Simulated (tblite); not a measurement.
# C5H9GeN: the cost of one run

The runs use tblite 0.8.0 and PySCF 2.14.0, with density-fitted response routines of our own; the level of theory stands in each step. All values are computed, except where a source is named. Atoms count from 0, in the outputs and in this text.

### Step 1. Starting geometry

16 atoms, charge 0, multiplicity 1; geometry from: force field or distance geometry start.

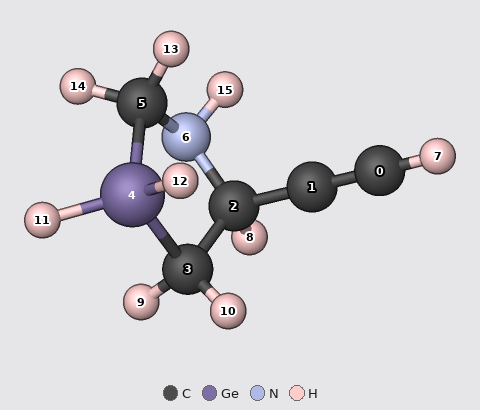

The starting geometry (carbon dark grey, germanium purple, nitrogen light blue, hydrogen pink), atoms numbered; sticks join atoms by distance.

### Step 2. Optimising the geometry with GFN2-xTB

What the job is given:

```
{"job": {"kind": "relax", "xc": "GFN2-xTB", "basis": "xTB"}, "charge": 0, "multiplicity": 1}
C      2.695700    -0.427300     0.700200
C      1.691800    -0.317000    -0.017600
C      0.536000    -0.186400    -0.864400
C     -0.482000    -1.253200    -0.613900
Ge    -1.462200    -0.344800     0.823000
C     -0.874500     1.410000     0.202900
N     -0.020400     1.102700    -0.889200
H      3.555600    -0.513100     1.317700
H      0.917700    -0.400300    -1.907700
H     -1.169200    -1.432200    -1.443300
H     -0.044400    -2.193400    -0.201800
H     -2.989000    -0.535400     0.681600
H     -0.939100    -0.680100     2.222400
H     -0.396500     2.001100     1.004800
H     -1.789500     1.958900    -0.165800
H      0.762400     1.819400    -0.860500
```

The run is started by

```console
> OMP_NUM_THREADS=1 python probes_run.py task.json out
```

This one command runs all jobs of the session in turn.

**Question.** How long does this first job take on 1 thread of Arm Neoverse N1, shared host, and how much memory does it need?

About 1.1 s, with a peak of 0.18 GiB.
